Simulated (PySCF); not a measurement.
# Atomic calculation for Bi⁺

System: Bi⁺, configuration 1s2 2s2 2p6 3s2 3p6 3d10 4s2 4p6 4d10 4f14 5s2 5p6 5d10 6s2 6p2, multiplicity 3.
Method: unrestricted BP86, aug-cc-pVDZ-PP with ECP60, scalar-relativistic core potential (PySCF).

### Key numbers

- outcome: converged
- total energy (valence electrons, under a core potential): −214.439196 hartree
- ⟨S²⟩: 2.001
- ⟨L²⟩: 2.00
- SCF iterations: 5
- hardware: 1 thread of Arm Neoverse V1, 23 GiB of memory available, shared host

### Notes

The driver held the occupations shell by shell, and empty p levels lie below the filled 6p.

### Input
```python
from pyscf import gto, scf, dft, mp, cc
import basis_set_exchange as bse
txt = bse.get_basis("aug-cc-pVDZ-PP", elements=["Bi"], fmt="nwchem", header=False)
cut = txt.index("\nECP")
mol = gto.M(atom="Bi 0 0 0", charge=1, spin=2, symmetry="D2h",
            basis=gto.basis.parse(txt[:cut]),
            ecp={"Bi": gto.basis.parse_ecp(txt[cut:])})
mf = dft.UKS(mol, xc="B88,P86")
mf.irrep_nelec = {'Ag': (4, 4), 'B1g': (1, 1), 'B2g': (1, 1), 'B3g': (1, 1), 'B1u': (2, 1), 'B2u': (2, 1), 'B3u': (1, 1)}
mf.kernel()
```

The script is an equivalent of what the driver set up; the driver started from orbitals of its own, so the log can be shorter than this script's would be, and it computed the properties (radii, ⟨L²⟩, response) afterwards. It held the occupations shell by shell, which the script's counts by irreducible representation don't always enforce.

Launched within a batch (the task file carries these settings):
```bash
OMP_NUM_THREADS=1 python <driver script> TASK.json OUT
```

### Output (extracts)
```
damping factor = 0
level_shift factor = 0
DIIS = <class 'pyscf.scf.diis.CDIIS'>
diis_start_cycle = 1
diis_space = 10
diis_damp = 0
SCF conv_tol = 1e-09
SCF conv_tol_grad = None
number electrons alpha = 12  beta = 10
XC functionals = B88,P86
    A. D. Becke.,  Phys. Rev. A 38, 3098 (1988)
    J. P. Perdew.,  Phys. Rev. B 33, 8822 (1986)
cycle= 1 E= -214.439184314507  delta_E= -0.00808  |g|= 0.00461  |ddm|= 0.443
cycle= 2 E= -214.439195757381  delta_E= -1.14e-05  |g|= 0.000987  |ddm|= 0.0172
cycle= 3 E= -214.43919604682  delta_E= -2.89e-07  |g|= 0.000278  |ddm|= 0.00193
cycle= 4 E= -214.439196083703  delta_E= -3.69e-08  |g|= 2.16e-05  |ddm|= 0.00108
cycle= 5 E= -214.43919608395  delta_E= -2.46e-10  |g|= 1.38e-07  |ddm|= 8.32e-05
converged SCF energy = -214.43919608395  <S^2> = 2.0011963  2S+1 = 3.0007974
```

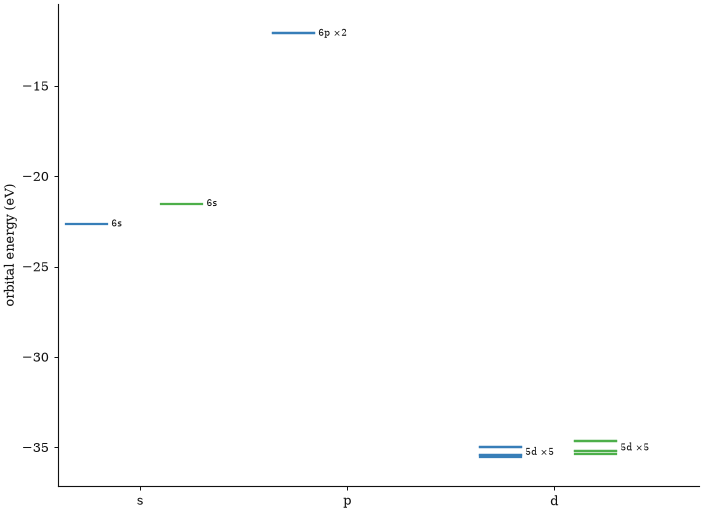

*Orbital energies of the mean field, from the top down to −35.5 eV, by angular momentum, α spin at the left of each column and β at the right; ×n counts the orbitals under one label. Empty levels that the record names by l alone aren't drawn.*

The highest filled orbital is 6p α at −12.1 eV, the lowest empty one p α at −12.2 eV.
